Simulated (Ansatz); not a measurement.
**CCSD/STO-3G run of AlClO (SMILES [O]=[Al][Cl])**

What is the vertical singlet–triplet gap of AlClO at CCSD/STO-3G? 

The calculation is run with Ansatz 0.2.0.

### Step 1. The system as given

AlClO: 3 atoms, total charge 0, spin state singlet. As SMILES, `[O]=[Al][Cl]`. Geometry: a GFN2-xTB relaxation, a rough one for these elements and not checked as a minimum.

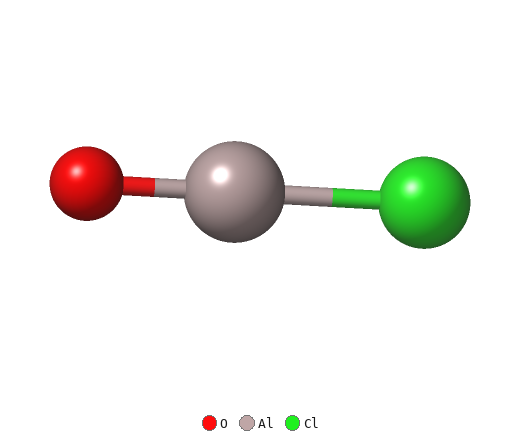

The structure, seen from a chosen angle (oxygen red, aluminium light grey, chlorine green).

### Step 2. A single-point energy at CCSD/STO-3G

run.yaml

```yaml
crystal:
  periodic: [false, false, false]
  atoms:
    - symbol: O
      position_ang: [0.107470, 1.694260, 0.245960]
    - symbol: Al
      position_ang: [0.009340, 0.147220, 0.021380]
    - symbol: Cl
      position_ang: [-0.116820, -1.841490, -0.267330]
basis:
  gaussian:
    orbitals: STO-3G
accuracy: high
scf:
  omitted_lower_state_checks: [cluster_reference, increment]
correlation:
  method: ccsd
  frozen_orbitals: {Al: 5, Cl: 5, O: 1}
```

Command:

```bash
$ ansatz run run.yaml --threads 1 --pin off --max-ram 2610MiB --events-out events.jsonl --progress --plain --runs-dir runs
```

The log of the run (excerpt; [...] marks lines left out):

```text
Warning: RAYON_NUM_THREADS=1 ignored (pool sized by the plan → 1); use --threads N
Functional definition: HF
  name "HF"
[...]
396 factors; integrals over basis functions are off by at most 1.7e-8 eV
[...]
mean field -20883.03258244 eV, -767.4372923768 hartree, gradient 1.1e-8 eV, S^2 0.000000; 0 other end points of the search recorded, 0 dependent functions left out
11 core orbitals not correlated: weight in the atoms' cores, before any rotation towards them, 0.999 or more for the frozen orbitals, at most 0.000 for the correlated occupied ones
reference -20883.03258244 eV, -767.4372923768 hartree; 8, 8 occupied and 4, 4 virtual orbitals, 396 factors
second order -3.20131935 eV of doubles, -0.00000000 eV of singles
cycle   1  -2.58523008 eV  change    6.2e-1 eV  update   2.1e-1
[...]
cycle  21  -3.22016953 eV  change   7.5e-11 eV  update  5.8e-10
Total energy: -20886.25275197 eV, -767.5556314244 hartree
Checks for a lower state left out: cluster_reference, increment
```

It took 0.2 s on 1 thread of Arm Neoverse V2, shared host.

### Step 3. The triplet, same level

run.yaml

```yaml
basis:
  gaussian: {orbitals: STO-3G}
crystal:
  periodic: [false, false, false]
  atoms:
    - {symbol: O, position_ang: [0.107470, 1.694260, 0.245960]}
    - {symbol: Al, position_ang: [0.009340, 0.147220, 0.021380]}
    - {symbol: Cl, position_ang: [-0.116820, -1.841490, -0.267330]}
magnetization: {spin_polarized: true, initial_magnetization: 2}
accuracy: high
scf: {omitted_lower_state_checks: [cluster_reference, increment]}
correlation: {method: ccsd, frozen_orbitals: {Al: 5, Cl: 5, O: 1}}
```

Command:

```bash
$ ansatz run run.yaml --threads 1 --pin off --max-ram 2610MiB --events-out events.jsonl --progress --plain --runs-dir runs
```

The log of the run (excerpt; [...] marks lines left out):

```text
Warning: RAYON_NUM_THREADS=1 ignored (pool sized by the plan → 1); use --threads N
Functional definition: HF
  name "HF"
[...]
396 factors; integrals over basis functions are off by at most 1.7e-8 eV
[...]
mean field -20881.27046112 eV, -767.3725356127 hartree, gradient 5.1e-8 eV, S^2 2.008339; 13 other end points of the search recorded, 0 dependent functions left out
11 core orbitals not correlated: weight in the atoms' cores, before any rotation towards them, 0.999 or more for the frozen orbitals, at most 0.000 for the correlated occupied ones
reference -20881.27046112 eV, -767.3725356127 hartree; 9, 7 occupied and 3, 5 virtual orbitals, 396 factors
second order -0.97270188 eV of doubles, -0.00000000 eV of singles
cycle   1  -1.09774023 eV  change   -1.3e-1 eV  update   7.4e-2
[...]
cycle  29  -1.31467254 eV  change  -2.0e-10 eV  update   1.7e-9
Total energy: -20882.58513366 eV, -767.4208489375 hartree
Checks for a lower state left out: cluster_reference, increment
```

Run time: 1 s. Hardware: 1 thread of Arm Neoverse V2, shared host.

### Step 4. Summary of results

Level: CCSD/STO-3G, 11 core orbitals frozen.

| quantity | value |
| --- | --- |
| singlet: total energy | -767.55563 Eh |
| singlet: correlation energy (11 core orbitals frozen) | -118.3 mEh |
| singlet: T1 diagnostic | 0.036 |
| triplet: total energy | -767.42085 Eh |
| triplet: correlation energy (11 core orbitals frozen) | -48.3 mEh |
| triplet: ⟨S²⟩ | 2.008 |
| triplet: T1 diagnostic | 0.018 |
| vertical energy of the triplet above the singlet | 3.668 eV |

**Reading.** At this shape the triplet lies 3.67 eV (354 kJ/mol) above the singlet. The T1 diagnostic (singlet) of 0.036 is above the customary mark of 0.02, so a single reference may not serve.
